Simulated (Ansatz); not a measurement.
# CH6BNS: what the fields show

Input

```
crystal:
  periodic: [false, false, false]
  atoms:
    - {symbol: C, position_ang: [-2.069493, 0.539024, -0.932223]}
    - {symbol: B, position_ang: [-0.917095, 0.840860, 0.107741]}
    - {symbol: N, position_ang: [-0.179916, 2.032234, 0.063307]}
    - {symbol: S, position_ang: [-0.591452, -0.447789, 1.379207]}
    - {symbol: H, position_ang: [-3.032597, 0.381168, -0.418026]}
    - {symbol: H, position_ang: [-1.860934, -0.387268, -1.493746]}
    - {symbol: H, position_ang: [-2.207169, 1.352446, -1.663188]}
    - {symbol: H, position_ang: [0.565396, 2.271477, 0.705313]}
    - {symbol: H, position_ang: [-0.356587, 2.743501, -0.636289]}
    - {symbol: H, position_ang: [0.416534, 0.172132, 2.036239]}
basis:
  gaussian:
    orbitals: def2-TZVPD
hamiltonian:
  xc: {name: PBE0}
output: {forces: true, orbitals: {seedname: orbitals}}
```

Run with:

```sh
ansatz run input.yaml --threads 2 --pin off --max-ram 4350MiB --events-out events.jsonl --progress --plain --runs-dir runs
```

Geometry: B3LYP-D3(BJ)/def2-SVP.

All numbers below come from isolated molecule in a Gaussian basis; Kohn-Sham density functional theory, functional PBE0 in Ansatz.

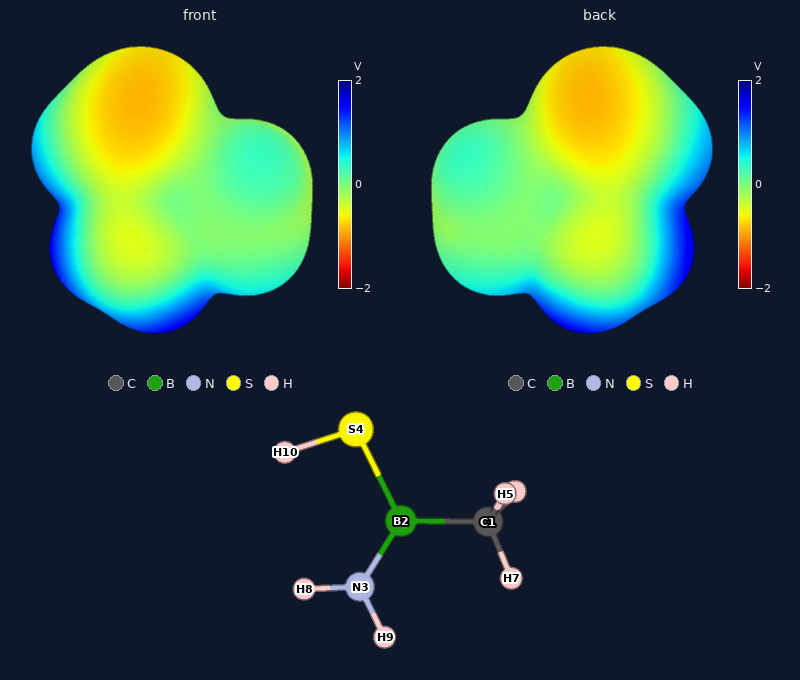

Figure 1. The electrostatic potential painted on the density surface at 0.001 e/bohr³, seen from the front and from behind; red is negative and blue positive. The bare structure is drawn below in the same view.

Which sites attract a positive test charge, and which a negative one?

A positive charge is drawn to the negative regions and a negative charge to the positive ones. The most negative region (about −0.9 V) lies over S4, the most positive (about +1.6 V) over H8 and H9.

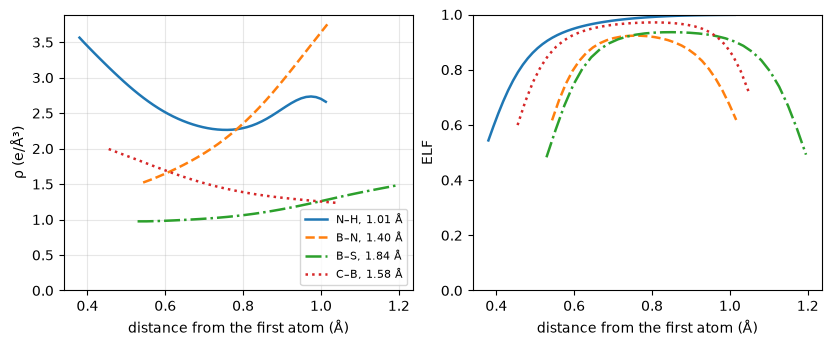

Figure 2. Electron density and electron localisation function along straight lines between neighbouring atoms. The curves leave out the atomic cores.

What kind of bonding do the profiles show?

N–H (1.01 Å): ρ at the midpoint is about 2.9 e/Å³; the ELF climbs to about 1 towards the hydrogen, as it does in any bond to H: a covalent bond by its length.
B–N (1.40 Å): ρ is about 1.9 e/Å³ halfway; the ELF peaks at about 0.90 between the atoms: a polar covalent bond.
B–S (1.84 Å): ρ is about 1.2 e/Å³ halfway; the ELF peaks at about 0.95 between the atoms, as expected for a covalent bond.
C–B (1.58 Å): ρ is about 1.4 e/Å³ halfway; the ELF peaks at about 1 between the atoms (a covalent bond).

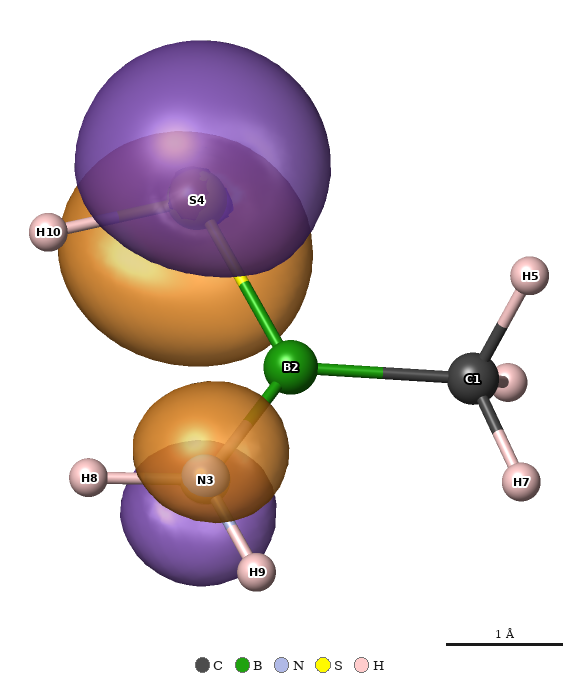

Figure 3. The HOMO at ±0.15 Å⁻³ᐟ² (orange and purple are the two phases), seen at a tilt.

Describe this orbital and give its energy.

Its weight (Hirshfeld) is mainly on S4 (about 70 %) and N3 (about 15 %); largely a lone pair of S4. Its energy is −7.10 eV.
